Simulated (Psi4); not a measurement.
**CF4 (tetrafluoromethane) at PBE/aug-cc-pVDZ**

Aim: the vertical singlet–triplet gap of CF4 (tetrafluoromethane) at PBE/aug-cc-pVDZ, from 2 runs. 

Program for the calculation: Psi4 1.11.

5 further runs of the same task are left out: 4 that didn't finish, 1 set aside as unsound or not needed.

## Step 1: Starting point

CF4: 5 atoms, total charge 0, spin state singlet. As SMILES, `FC(F)(F)F`. Geometry: relaxed at PBE0-D4/def2-TZVP.

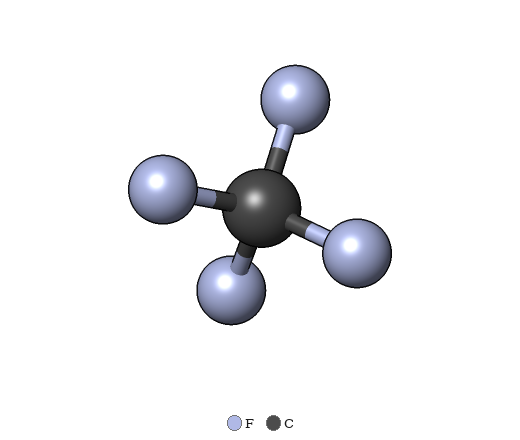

Viewed from a chosen angle; fluorine light blue, carbon dark grey.

## Step 2: Energy and gradient at PBE/aug-cc-pVDZ

job.json reads:

```json
{
 "schema_name": "qcschema_input",
 "schema_version": 1,
 "molecule": {
  "schema_name": "qcschema_molecule",
  "schema_version": 2,
  "symbols": ["F", "C", "F", "F", "F"],
  "geometry": [-1.60645618, 0.04781007, 1.869884, 0.01889726, -0.02777897, -0.01568473, 2.18735799, -0.94731971, 0.79387394, -0.87683292, -1.48532473, -1.82585338, 0.37152016, 2.27334053, -0.90083244],
  "molecular_charge": 0,
  "molecular_multiplicity": 1,
  "fix_symmetry": "c1"
 },
 "driver": "gradient",
 "model": {
  "method": "pbe",
  "basis": "aug-cc-pVDZ"
 },
 "keywords": {
  "puream": true,
  "e_convergence": 1e-09,
  "d_convergence": 1e-08,
  "scf_type": "pk",
  "dft_radial_points": 99,
  "dft_spherical_points": 590,
  "scf_properties": ["DIPOLE", "MULLIKEN_CHARGES", "MAYER_INDICES"]
 }
}
```

Command:

```
$ psi4 --qcschema job.json -n 1 --memory 1600MB
```

stdout:

```text
[...]
  Running in c1 symmetry.
[...]
  Nuclear repulsion =  206.220055342122379
[...]
  Multiplicity = 1
[...]
  Nalpha       = 21
  Nbeta        = 21
[...]
    Number of basis functions: 115
[...]
   @RKS iter   1:  -437.05026366442149    2.91282e-02   4.65902e-03 DIIS/ADIIS
[...]
   @RKS iter   9:  -437.13579783326134   -4.14957e-12   4.72456e-10 DIIS
[...]
    Orbital Energies [Eh]
    ---------------------
    Doubly Occupied:
       1A    -24.349871     2A    -24.349863     3A    -24.349851
       4A    -24.349835     5A    -10.225285     6A     -1.290151
       7A     -1.175598     8A     -1.175579     9A     -1.175556
      10A     -0.675844    11A     -0.591136    12A     -0.591129
      13A     -0.591121    14A     -0.450823    15A     -0.450819
      16A     -0.429670    17A     -0.429665    18A     -0.429662
      19A     -0.381423    20A     -0.381413    21A     -0.381409
[...]
  @RKS Final Energy:  -437.13579783326134
   => Energetics <=
    Nuclear Repulsion Energy =            206.2200553421223788
    One-Electron Energy =               -1016.8736261090103881
    Two-Electron Energy =                 420.3464099129079159
    DFT Exchange-Correlation Energy =     -46.8286369792812280
    Empirical Dispersion Energy =           0.0000000000000000
    VV10 Nonlocal Energy =                  0.0000000000000000
    Total Energy =                       -437.1357978332613357
[...]
 Multipole Moments:
 ------------------------------------------------------------------------------------
     Multipole            Electronic (a.u.)      Nuclear  (a.u.)        Total (a.u.)
 ------------------------------------------------------------------------------------
 L = 1.  Multiply by 2.5417464519 to convert [e a0] to [Debye]
 Dipole X            :         -0.0000073           -0.0000000           -0.0000073
 Dipole Y            :          0.0001296            0.0000257            0.0001553
 Dipole Z            :          0.0000938            0.0000129            0.0001067
 Magnitude           :                                                    0.0001886
[...]
  Mulliken Charges: (a.u.)
   Center  Symbol    Alpha    Beta     Spin     Total
       1     F     4.66521  4.66521  0.00000 -0.33042
       2     C     2.33911  2.33911  0.00000  1.32178
       3     F     4.66522  4.66522  0.00000 -0.33045
       4     F     4.66524  4.66524  0.00000 -0.33049
       5     F     4.66521  4.66521  0.00000 -0.33043
   Total alpha = 21.00000, Total beta = 21.00000, Total charge = -0.00000
  Mayer Bond Indices:
[...]
  -Total Gradient:
     Atom            X                  Y                   Z
    ------   -----------------  -----------------  -----------------
       1        0.019056038179    -0.000892505112    -0.022096821571
       2       -0.000002989894     0.000041990361     0.000031033117
       3       -0.025422481477     0.010778619487    -0.009480881372
       4        0.010490077007     0.017074924546     0.021187790529
       5       -0.004119954291    -0.026968423929     0.010355623938
[...]
```

The result, in JSON:

```text
{
 "driver": "gradient",
 "model": {
  "method": "pbe",
  "basis": "aug-cc-pVDZ"
 },
 "success": true,
 "return_result": [0.019056038179466855, -0.0008925051118737759, -0.022096821570770753, -2.9898941276959413e-06, 4.199036096752923e-05, 3.103311682762042e-05, -0.025422481477433978, 0.010778619486709357, -0.009480881371765962, 0.010490077007081489, 0.017074924546488318, 0.021187790528607642, -0.004119954290691445, -0.02696842392865617, 0.010355623938419128],
 "properties": {
  "calcinfo_nbasis": 115,
  "calcinfo_nmo": 115,
  "calcinfo_nalpha": 21,
  "calcinfo_nbeta": 21,
  "calcinfo_natom": 5,
  "nuclear_repulsion_energy": 206.22005534212238,
  "return_energy": -437.13579783326134,
  "return_gradient": [0.019056038179466855, -0.0008925051118737759, -0.022096821570770753, -2.9898941276959413e-06, 4.199036096752923e-05, 3.103311682762042e-05, -0.025422481477433978, 0.010778619486709357, -0.009480881371765962, 0.010490077007081489, 0.017074924546488318, 0.021187790528607642, -0.004119954290691445, -0.02696842392865617, 0.010355623938419128],
  "scf_one_electron_energy": -1016.8736261090104,
  "scf_two_electron_energy": 420.3464099129079,
  "scf_xc_energy": -46.82863697928123,
  "scf_dipole_moment": [-7.2809880798385684e-06, 0.00015532092854006474, 0.00010667754079290992],
  "scf_total_energy": -437.13579783326134,
  "scf_total_gradient": [0.019056038179466855, -0.0008925051118737759, -0.022096821570770753, -2.9898941276959413e-06, 4.199036096752923e-05, 3.103311682762042e-05, -0.025422481477433978, 0.010778619486709357, -0.009480881371765962, 0.010490077007081489, 0.017074924546488318, 0.021187790528607642, -0.004119954290691445, -0.02696842392865617, 0.010355623938419128],
  "scf_iterations": 9
 }
}
```

Run time: 21 s. Hardware: 1 thread of Intel Xeon 6975P-C (Granite Rapids), shared host; peak memory 0.68 GiB.

## Step 3: The triplet: a single-point energy at UPBE/aug-cc-pVDZ

calc.in reads:

```
memory 1600 mb

molecule mol {
  0 3
  F
  C 1 1.317944
  F 2 1.317977 1 109.46999
  F 2 1.318011 1 109.46897 3 119.99483
  F 2 1.317957 1 109.47675 3 -120.00519
  symmetry c1
  no_reorient
  no_com
}

set basis aug-cc-pVDZ
set reference uks
set puream true
set e_convergence 1e-09
set d_convergence 1e-08
set scf_type pk
set dft_radial_points 99
set dft_spherical_points 590
set maxiter 100

energy('pbe')
print_variables()
```

Command:

```
$ psi4 -n 1 calc.in calc.out
```

calc.out:

```text
[...]
  Running in c1 symmetry.
[...]
  Nuclear repulsion =  206.220045128294601
[...]
  Multiplicity = 3
[...]
  Nalpha       = 22
  Nbeta        = 20
[...]
    Number of basis functions: 115
[...]
   @UKS iter   1:  -436.69583310510643    3.83558e-01   2.99288e-03 DIIS/ADIIS
[...]
   @UKS iter  31:  -436.73901131246288   -2.78533e-12   3.34170e-09 DIIS
[...]
   @S^2 Observed:                2.001120799E+00
[...]
    Orbital Energies [Eh]
    ---------------------
    Alpha Occupied:
       1A    -24.484589     2A    -24.484578     3A    -24.484568
       4A    -24.484559     5A    -10.319705     6A     -1.407341
       7A     -1.296497     8A     -1.296489     9A     -1.296146
      10A     -0.784049    11A     -0.702202    12A     -0.702200
      13A     -0.698113    14A     -0.581489    15A     -0.558496
      16A     -0.552179    17A     -0.552176    18A     -0.538329
      19A     -0.517173    20A     -0.496901    21A     -0.496900
      22A     -0.061792
    Alpha Virtual:
      23A     -0.017833    24A     -0.017831    25A     -0.016067
[...]
  @UKS Final Energy:  -436.73901131246288
   => Energetics <=
    Nuclear Repulsion Energy =            206.2200451282946005
    One-Electron Energy =               -1012.0039586563251532
    Two-Electron Energy =                 415.5670806770094714
    DFT Exchange-Correlation Energy =     -46.5221784614417970
    Empirical Dispersion Energy =           0.0000000000000000
    VV10 Nonlocal Energy =                  0.0000000000000000
    Total Energy =                       -436.7390113124628783
[...]
 Multipole Moments:
 ------------------------------------------------------------------------------------
     Multipole            Electronic (a.u.)      Nuclear  (a.u.)        Total (a.u.)
 ------------------------------------------------------------------------------------
 L = 1.  Multiply by 2.5417464519 to convert [e a0] to [Debye]
 Dipole X            :          0.0001186           -0.0000268            0.0000919
 Dipole Y            :         -0.0000322            0.0000019           -0.0000303
 Dipole Z            :         -0.0000174           -0.0000106           -0.0000280
 Magnitude           :                                                    0.0001007
[...]
```

Run time: 43 s. Hardware: 1 thread of Intel Xeon 6975P-C (Granite Rapids), shared host; peak memory 0.68 GiB.

## Step 4: Outcome

Level: PBE/aug-cc-pVDZ.

```
                                        quantity          value
                           singlet: total energy  -437.13580 Eh
                          singlet: dipole moment         0.00 D
                            singlet: HOMO energy      -10.38 eV
                            singlet: LUMO energy       -0.09 eV
                          singlet: HOMO–LUMO gap       10.29 eV
               singlet: largest force on an atom     1.501 eV/Å
                           triplet: total energy  -436.73901 Eh
                          triplet: dipole moment         0.00 D
     triplet: HOMO energy (highest over α and β)       -1.68 eV
                                   triplet: ⟨S²⟩          2.001
vertical energy of the triplet above the singlet      10.797 eV
```

At this shape the triplet lies 10.80 eV (249 kcal/mol) above the singlet. The largest force (singlet) is 1.50 eV/Å: the shape isn't a stationary point for this species at this level. Mulliken charges (singlet) run from -0.33 on F4 to +1.32 on C2; in a basis this large or diffuse they mean little.
